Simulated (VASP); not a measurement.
# How thick must a slab of Pt(111) be?, part 2 of 7

Aim: follow surface energy, work function and relaxation of Pt(111) with the number of layers.

VASP 6.6.1; PBE; plane waves and PAW (Pt).

So far. Step 3 (The bulk reference, job self-consistent run, k-mesh …): The run ends at a pressure of -0.99 GPa.

### Step 4. Relaxing the slab, layers 4

System of this step: Pt(111). The cell holds 4 atoms: 4 Pt. Its edges and angles: a = 2.805 Å, b = 2.805 Å, c = 21.872 Å, α = 90.0°, β = 90.0°, γ = 60.0°. It derives from Pt. 4 layers of fcc Pt, cut at this functional's lattice. Vacuum lies along c.

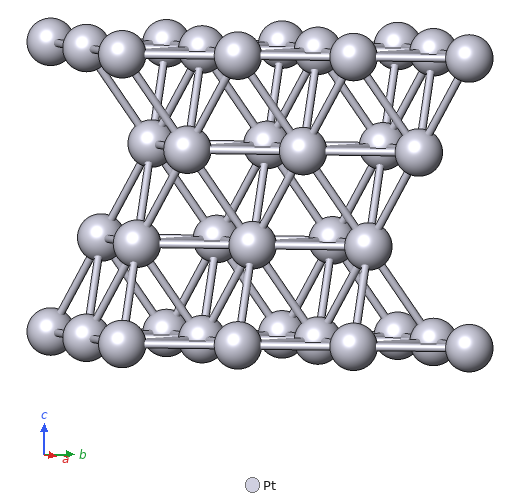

The cell of this step (platinum light grey). 2×3×1 cells are drawn. Some periodic images of atoms are drawn too.

All atoms relax at the fixed cell.

INCAR

```
SYSTEM = Pt
PREC = Normal
ENCUT = 320
EDIFF = 1E-06
NELM = 120
ISMEAR = 1
SIGMA = 0.15
LREAL = .FALSE.
ALGO = Fast
GGA = PE
NBANDS = 26
LASPH = .TRUE.
LORBIT = 11
LWAVE = .FALSE.
LCHARG = .FALSE.
KPAR = 4
IBRION = 2
NSW = 50
ISIF = 2
EDIFFG = -0.01
POTIM = 0.4
MAXMIX = 40
```

POSCAR

```
Pt
1.0
    2.8054651031      0.0000000000      0.0000000000
    1.4027325516      2.4296040487      0.0000000000
    0.0000000000      0.0000000000     21.8719579938
Pt
4
Direct
    0.0000000000      0.0000000000      0.3429048300
    0.3333333300      0.3333333300      0.4476349400
    0.6666666700      0.6666666700      0.5523650600
    0.0000000000      0.0000000000      0.6570951700
```

KPOINTS

```
Automatic mesh
0
Gamma
15 15 1
0 0 0
```

PAW data sets: Pt (PBE family, release 64).

On the command line:

```console
mpirun -np 4 vasp_std
```

Output:

```text
[banner, memory and clock lines left out]
running    4 mpi-ranks, on    1 nodes
 distrk:  each k-point on    1 cores,    4 groups
 distr:  one band on    1 cores,    1 groups

 POSCAR found type information on POSCAR Pt
 POSCAR found :  1 types and       4 ions
 LDA part: xc-table for (Slater+PW92), standard interpolation
 POSCAR, INCAR and KPOINTS ok, starting setup
 FFT: planning ... GRIDC
 FFT: planning ... GRID_SOFT
 FFT: planning ... GRID
 WAVECAR not read
 entering main loop
       N       E                     dE             d eps       ncg     rms          rms(c)
DAV:   1     0.199630876584E+03    0.19963E+03   -0.14276E+04  1458   0.903E+02
DAV:   2    -0.159163751049E+02   -0.21555E+03   -0.20771E+03  1818   0.226E+02
DAV:   3    -0.244449618591E+02   -0.85286E+01   -0.82880E+01  1610   0.450E+01
DAV:   4    -0.246660153558E+02   -0.22105E+00   -0.21447E+00  1742   0.687E+00
DAV:   5    -0.246740772960E+02   -0.80619E-02   -0.76304E-02  1710   0.110E+00    0.201E+01
RMM:   6    -0.236032204492E+02    0.10709E+01   -0.33501E+00  1411   0.117E+01    0.136E+01
RMM:   7    -0.281648930291E+02   -0.45617E+01   -0.55123E+00  1425   0.115E+01    0.192E+01
RMM:   8    -0.232659604487E+02    0.48989E+01   -0.22320E+00  1415   0.837E+00    0.323E+00
RMM:   9    -0.232589524199E+02    0.70080E-02   -0.69969E-01  1413   0.374E+00    0.336E+00
RMM:  10    -0.231632426695E+02    0.95710E-01   -0.72924E-02  1418   0.159E+00    0.610E-01
RMM:  11    -0.231658426426E+02   -0.26000E-02   -0.97816E-03  1430   0.510E-01    0.777E-01
RMM:  12    -0.231616760116E+02    0.41666E-02   -0.26412E-03  1470   0.239E-01    0.273E-01
RMM:  13    -0.231612855108E+02    0.39050E-03   -0.10823E-03  1455   0.154E-01    0.103E-01
RMM:  14    -0.231612603612E+02    0.25150E-04   -0.30983E-04  1518   0.671E-02    0.166E-02
RMM:  15    -0.231612766284E+02   -0.16267E-04   -0.67967E-05  1514   0.331E-02    0.119E-02
RMM:  16    -0.231612882081E+02   -0.11580E-04   -0.11376E-05  1344   0.170E-02    0.460E-03
RMM:  17    -0.231613026176E+02   -0.14410E-04   -0.50799E-06  1037   0.104E-02    0.103E-02
RMM:  18    -0.231613095322E+02   -0.69146E-05   -0.17252E-06   875   0.664E-03    0.210E-03
RMM:  19    -0.231613153715E+02   -0.58392E-05   -0.14325E-06   879   0.513E-03    0.195E-03
RMM:  20    -0.231613176089E+02   -0.22374E-05   -0.42004E-07   760   0.268E-03    0.104E-03
RMM:  21    -0.231613202108E+02   -0.26019E-05   -0.19936E-07   523   0.187E-03    0.107E-03
RMM:  22    -0.231613214917E+02   -0.12810E-05   -0.67461E-08   490   0.164E-03    0.111E-03
RMM:  23    -0.231613223752E+02   -0.88344E-06   -0.49842E-08   520   0.164E-03
   1 F= -.23161322E+02 E0= -.23157635E+02  d E =-.231613E+02
 curvature:   0.00 expect dE= 0.000E+00 dE for cont linesearch  0.000E+00
 trial: gam= 0.00000 g(F)=  0.440E-02 g(S)=  0.000E+00 ort = 0.000E+00 (trialstep = 0.100E+01)
 search vector abs. value=  0.440E-02
 bond charge predicted
       N       E                     dE             d eps       ncg     rms          rms(c)
DAV:   1    -0.231629350202E+02   -0.16135E-02   -0.97898E-01  1442   0.477E+00    0.184E-01
RMM:   2    -0.231638602847E+02   -0.92526E-03   -0.10600E-02  1414   0.714E-01    0.128E-01
RMM:   3    -0.231638760954E+02   -0.15811E-04   -0.16277E-03  1436   0.272E-01    0.590E-02
RMM:   4    -0.231638795723E+02   -0.34769E-05   -0.36752E-04  1437   0.127E-01    0.301E-02
RMM:   5    -0.231637932057E+02    0.86367E-04   -0.10067E-04  1428   0.631E-02    0.249E-02
RMM:   6    -0.231638486026E+02   -0.55397E-04   -0.32466E-05  1439   0.354E-02    0.882E-03
RMM:   7    -0.231638989926E+02   -0.50390E-04   -0.14123E-05  1389   0.215E-02    0.142E-02
RMM:   8    -0.231639066082E+02   -0.76155E-05   -0.43684E-06  1069   0.105E-02    0.709E-03
RMM:   9    -0.231639106958E+02   -0.40876E-05   -0.12634E-06   844   0.570E-03    0.297E-03
RMM:  10    -0.231639111623E+02   -0.46652E-06   -0.38662E-07   794   0.336E-03
   2 F= -.23163911E+02 E0= -.23160345E+02  d E =-.258879E-02
 trial-energy change:   -0.002589  1 .order   -0.002580   -0.004402   -0.000759
 step:   1.2048(harm=  1.2083)  dis= 0.01008  next Energy=   -23.163989 (dE=-0.267E-02)
 bond charge predicted
       N       E                     dE             d eps       ncg     rms          rms(c)
DAV:   1    -0.231639534952E+02   -0.42799E-04   -0.41099E-02  1458   0.977E-01    0.378E-02
RMM:   2    -0.231639851428E+02   -0.31648E-04   -0.31286E-04  1414   0.138E-01    0.700E-03
RMM:   3    -0.231639920450E+02   -0.69023E-05   -0.66470E-05  1459   0.515E-02    0.202E-03
RMM:   4    -0.231639937941E+02   -0.17490E-05   -0.16336E-05  1522   0.218E-02    0.239E-03
RMM:   5    -0.231639940098E+02   -0.21567E-06   -0.21743E-06   939   0.722E-03
   3 F= -.23163994E+02 E0= -.23160454E+02  d E =-.267163E-02
 curvature:  -0.60 expect dE=-0.624E-06 dE for cont linesearch -0.973E-08
 trial: gam= 0.00215 g(F)=  0.103E-05 g(S)=  0.000E+00 ort =-0.842E-05 (trialstep = 0.104E+01)
 search vector abs. value=  0.102E-05
 reached required accuracy - stopping structural energy minimisation
```

The job ended after 13 s (4 MPI ranks of AMD EPYC 9R45, shared host; peak memory 0.58 GiB).

Parts of OUTCAR (step 4):

```text
  LATTYP: Found a hexagonal cell.
 ALAT       =     2.8054651031
 C/A-ratio  =     7.7961967766

 Subroutine GETGRP returns: Found 12 space group operations
 (whereof 12 operations were pure point group operations)

The static configuration has the point symmetry D_3d.

 Found     27 irreducible k-points:

   k-points           NKPTS =     27   k-points in BZ     NKDIM =     27   number of bands    NBANDS=     26

   dimension x,y,z NGX =    12 NGY =   12 NGZ =   96
   dimension x,y,z NGXF=    24 NGYF=   24 NGZF=  192

   ENCUT  =  320.0 eV  23.52 Ry    4.85 a.u.   4.09  4.09 31.90*2*pi/ulx,y,z

   NELECT =      40.0000    total number of electrons

 E-fermi :   1.0855

 k-point     1 :       0.0000    0.0000    0.0000
  band No.  band energies     occupation
    ...
     20       0.6212      2.00011
     21       0.6212      2.00011
     22       0.7678      2.01074
     23       1.0759      1.10763
     24       1.0759      1.10761
     25       1.8076     -0.00000
     26       6.5266      0.00000

 k-point     2 :       0.0667    0.0000    0.0000
  band No.  band energies     occupation
    ...
     19      -0.0494      2.00000
     20       0.1404      2.00000
     21       0.5672      2.00001
     22       0.6175      2.00009
     23       1.0835      1.02211
     24       1.4402     -0.00415
     25       2.5706     -0.00000
     26       6.6449      0.00000

  Total       -4.8215380     -4.8215380     -0.3727742     -0.0000000      0.0000000      0.0000000
  in kB      -51.8165079    -51.8165079     -4.0061614     -0.0000000      0.0000000      0.0000000
  external PRESSURE =     -35.8797258 kB  Pullay stress =       0.0000000 kB

  energy-cutoff  :      320.00
  volume of cell :      149.08
      direct lattice vectors                 reciprocal lattice vectors
     2.805465103  0.000000000  0.000000000     0.356447136 -0.205794850  0.000000000
     1.402732552  2.429604049  0.000000000     0.000000000  0.411589699  0.000000000
     0.000000000  0.000000000 21.871957994     0.000000000  0.000000000  0.045720644

 POSITION                                       TOTAL-FORCE (eV/Angst)
 -----------------------------------------------------------------------------------
      0.00000      0.00000      7.49535         0.000000     -0.000000     -0.003105
      1.40273      0.80987      9.80073         0.000000      0.000000     -0.001936
      2.80547      1.61974     12.07122        -0.000000      0.000000      0.001936
      0.00000      0.00000     14.37661        -0.000000      0.000000      0.003105
 -----------------------------------------------------------------------------------
    total drift:                                0.000000      0.000000     -0.000000

  FREE ENERGIE OF THE ION-ELECTRON SYSTEM (eV)
  ---------------------------------------------------
  free  energy   TOTEN  =       -23.1639940098 eV

  energy  without entropy=      -23.1533729238  energy(sigma->0) =      -23.16045365

 total charge
# of ion       s       p       d       tot
------------------------------------------
    1        0.621   0.435   7.991   9.047
    2        0.613   0.561   8.012   9.186
    3        0.613   0.561   8.012   9.186
    4        0.621   0.435   7.991   9.047
--------------------------------------------------
tot          2.468   1.993  32.006  36.466

[... 1 part as in an earlier step ...]

[... 7 further parts left out ...]
```

The run keeps the 12 symmetry operations of its start, so it cannot find a distortion of lower symmetry.

The steps of the relaxation:

```tsv
step	energy less that of the first step (eV)	largest force (eV/Å)
1	0.0000	0.2168
2	-0.0026	0.0362
3	-0.0027	0.0031
```

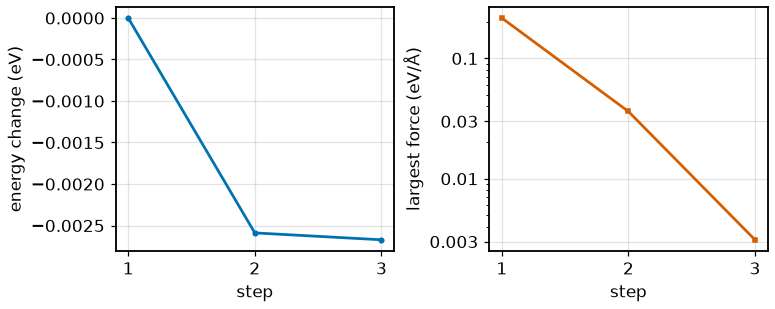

Energy and largest force along the relaxation.

The atoms that moved most (Å):

```tsv
atom	dx	dy	dz	length
Pt2	0.000	0.000	0.010	0.010
Pt3	0.000	0.000	-0.010	0.010
```

The relaxed structure:

```cif
data_structure
_symmetry_space_group_name_H-M 'P 1'
_symmetry_Int_Tables_number 1
_cell_length_a 2.8055
_cell_length_b 2.8055
_cell_length_c 21.8720
_cell_angle_alpha 90.000
_cell_angle_beta 90.000
_cell_angle_gamma 60.000
_cell_volume 149.08
loop_
_atom_site_label
_atom_site_type_symbol
_atom_site_fract_x
_atom_site_fract_y
_atom_site_fract_z
_atom_site_occupancy
Pt1 Pt 0.00000 0.00000 0.34269 1
Pt2 Pt 0.33333 0.33333 0.44810 1
Pt3 Pt 0.66667 0.66667 0.55190 1
Pt4 Pt 0.00000 0.00000 0.65731 1
```

Numbers from this step:

* electronic cycles: 38
* electrons: 40
* free energy (TOTEN): -23.16 eV
* energy at zero smearing: -23.16 eV
* Fermi energy: 1.085 eV

The run ended after 3 ionic steps, 0.003 eV below its first step, once the forces on the free atoms met EDIFFG = -0.01.

### Step 5. The vacuum level, layers 4

A static run writes the electrostatic potential without exchange and correlation (LVHAR), which is flat in the vacuum and gives the level to count from. The dipole correction cancels the field that unlike faces would set up across the vacuum.

INCAR: that of step 4 with these lines changed.

```diff
@@ -16,7 +16,6 @@
 KPAR = 4
-IBRION = 2
-NSW = 50
-ISIF = 2
-EDIFFG = -0.01
-POTIM = 0.4
-MAXMIX = 40
+IDIPOL = 3
+LDIPOL = .TRUE.
+DIPOL = 0.5 0.5 0.5
+LVHAR = .TRUE.
+LVACPOTAV = .TRUE.
```

POSCAR

```
Pt
1.0
    2.8054651031      0.0000000000      0.0000000000
    1.4027325516      2.4296040487      0.0000000000
    0.0000000000      0.0000000000     21.8719579938
Pt
4
Direct
    0.0000000000      0.0000000000      0.3426920740
    0.3333333300      0.3333333300      0.4480959026
    0.6666666700      0.6666666700      0.5519040974
    0.0000000000      0.0000000000      0.6573079260
```

KPOINTS is that of step 4.

On the command line:

```console
mpirun -np 4 vasp_std
```

Output:

```text
[... set-up lines as in an earlier step ...]
 entering main loop
       N       E                     dE             d eps       ncg     rms          rms(c)
DAV:   1     0.199569578999E+03    0.19957E+03   -0.14274E+04  1458   0.903E+02
DAV:   2    -0.158895963074E+02   -0.21546E+03   -0.20763E+03  1818   0.226E+02
DAV:   3    -0.244436423450E+02   -0.85540E+01   -0.83098E+01  1594   0.450E+01
DAV:   4    -0.246716381607E+02   -0.22800E+00   -0.22198E+00  1758   0.695E+00
DAV:   5    -0.246798324917E+02   -0.81943E-02   -0.77246E-02  1694   0.109E+00    0.201E+01
RMM:   6    -0.236390195642E+02    0.10408E+01   -0.33797E+00  1497   0.117E+01    0.138E+01
RMM:   7    -0.282024012030E+02   -0.45634E+01   -0.54855E+00  1600   0.114E+01    0.193E+01
RMM:   8    -0.232781444648E+02    0.49243E+01   -0.22237E+00  1534   0.835E+00    0.337E+00
RMM:   9    -0.232647742806E+02    0.13370E-01   -0.73476E-01  1536   0.380E+00    0.343E+00
RMM:  10    -0.231659421555E+02    0.98832E-01   -0.77864E-02  1474   0.162E+00    0.642E-01
RMM:  11    -0.231688829473E+02   -0.29408E-02   -0.12254E-02  1527   0.545E-01    0.811E-01
RMM:  12    -0.231643866523E+02    0.44963E-02   -0.30463E-03  1593   0.252E-01    0.285E-01
RMM:  13    -0.231639716138E+02    0.41504E-03   -0.11261E-03  1588   0.154E-01    0.118E-01
RMM:  14    -0.231639267396E+02    0.44874E-04   -0.34935E-04  1665   0.724E-02    0.174E-02
RMM:  15    -0.231639459840E+02   -0.19244E-04   -0.79935E-05  1678   0.357E-02    0.133E-02
RMM:  16    -0.231639583793E+02   -0.12395E-04   -0.13085E-05  1484   0.177E-02    0.577E-03
RMM:  17    -0.231639712685E+02   -0.12889E-04   -0.42543E-06  1144   0.947E-03    0.796E-03
RMM:  18    -0.231639800377E+02   -0.87692E-05   -0.17031E-06   998   0.665E-03    0.168E-03
RMM:  19    -0.231639866160E+02   -0.65783E-05   -0.16996E-06  1011   0.548E-03    0.201E-03
RMM:  20    -0.231639888576E+02   -0.22416E-05   -0.34213E-07   823   0.251E-03    0.116E-03
RMM:  21    -0.231639915317E+02   -0.26742E-05   -0.20719E-07   660   0.195E-03    0.115E-03
RMM:  22    -0.231639930569E+02   -0.15251E-05   -0.71621E-08   574   0.169E-03    0.120E-03
RMM:  23    -0.231639939109E+02   -0.85406E-06   -0.43302E-08   500   0.154E-03
 -----------------------------------------------------------------------------
|                                                                             |
|           W    W    AA    RRRRR   N    N  II  N    N   GGGG   !!!           |
|           W    W   A  A   R    R  NN   N  II  NN   N  G    G  !!!           |
|           W    W  A    A  R    R  N N  N  II  N N  N  G       !!!           |
|           W WW W  AAAAAA  RRRRR   N  N N  II  N  N N  G  GGG   !            |
|           WW  WW  A    A  R   R   N   NN  II  N   NN  G    G                |
|           W    W  A    A  R    R  N    N  II  N    N   GGGG   !!!           |
|                                                                             |
|     Did not find any points to average over, which means that no vacuum     |
|     field-free region was found. Please increase the size of  your cell     |
|     in the dimension of the dipole correction to obtain accurate            |
|     workfunction values.                                                    |
|                                                                             |
 -----------------------------------------------------------------------------

   1 F= -.23163994E+02 E0= -.23160454E+02  d E =-.106207E-01
```

It took 7.6 s on 4 MPI ranks; peak memory 0.56 GiB; 28 s of CPU time.

Parts of OUTCAR (step 5):

```text
   NELECT =      40.0000    total number of electrons

 dipolmoment           0.000000      0.000000      0.000000 electrons x Angstroem

 E-fermi :   1.0855

 k-point     1 :       0.0000    0.0000    0.0000
  band No.  band energies     occupation
    ...
     20       0.6213      2.00011
     21       0.6213      2.00011
     22       0.7679      2.01075
     23       1.0759      1.10749
     24       1.0759      1.10747
     25       1.8076     -0.00000
     26       6.5253      0.00000

  Total       -4.8215710     -4.8215710     -0.3721951     -0.0000000     -0.0000000     -0.0000000
  in kB      -51.8168624    -51.8168624     -3.9999375     -0.0000000     -0.0000000     -0.0000000
  external PRESSURE =     -35.8778875 kB  Pullay stress =       0.0000000 kB

 POSITION                                       TOTAL-FORCE (eV/Angst)
 -----------------------------------------------------------------------------------
      0.00000      0.00000      7.49535        -0.000000     -0.000000     -0.004064
      1.40273      0.80987      9.80073         0.000000      0.000000      0.000243
      2.80547      1.61974     12.07122        -0.000000     -0.000000     -0.000243
      0.00000      0.00000     14.37661         0.000000      0.000000      0.004064
 -----------------------------------------------------------------------------------
    total drift:                               -0.000000      0.000000      0.000000

  FREE ENERGIE OF THE ION-ELECTRON SYSTEM (eV)
  ---------------------------------------------------
  free  energy   TOTEN  =       -23.1639939109 eV

  energy  without entropy=      -23.1533732554  energy(sigma->0) =      -23.16045369

 vacuum level on the upper side and lower side of the slab         6.783         6.783

[... 8 parts as in an earlier step ...]

[... 9 further parts left out ...]
```

This step gave:

* electronic cycles: 23
* dipole moment: 0, 0, 0 e·Å
* vacuum levels: 6.783, 6.783 eV
* work functions of the upper and lower face: 5.698, 5.698 eV

The planar average of the electrostatic potential oscillates, so the rows of the table below give means over windows of 1 Å about each position, cut where the curve ends. Its maxima inside the range that stand out by 2 % of the span (Å: eV): 8.7: 0.721, 10.9: 0.232, 13.2: 0.721. Its minima: 7.5: -20.8, 9.8: -21.1, 12.1: -21.1, 14.4: -20.8.

Zero at the Fermi level. Table of planar average of the electrostatic potential by height; means over each step:

```tsv
height (Å)	planar average of the electrostatic potential (eV)
0	5.71
1	5.71
2	5.71
3	5.70
4	5.70
5	5.62
6	4.23
7	-11.5
8	-11.7
9	-6.06
10	-17.1
11	-3.32
12	-18.0
13	-4.10
14	-14.1
15	-8.62
16	4.69
17	5.65
18	5.70
19	5.71
20	5.71
21	5.71
```

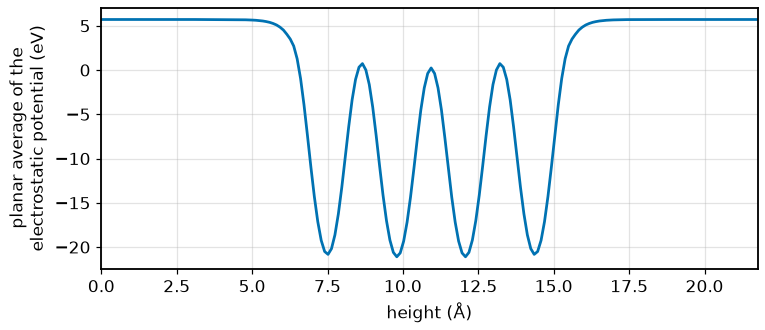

Planar average of the electrostatic potential, plotted against height.

The vacuum level lies 5.70 eV above the Fermi level at the upper face; both faces agree, as the slab has next to no dipole.

The program found no field-free point at its default tolerance, but its printed level agrees with the flat part of the planar average.

(Part 2 of 7 ends here.)

[Lines on the potential files, build, host, timing and source positions are cut from VASP's logs without a mark.]

[Logs are printed without paths, hosts, clocks, repeated set-up lines and the standing remarks that a program may print on its own settings, such as how far it seeks lower states.]

[Hosts, paths, dates, database ids (printed as entryN), source tags and the programs' standing remarks are cut or masked in the printed files.]

[Runs that stopped without an error message from VASP are left out.]
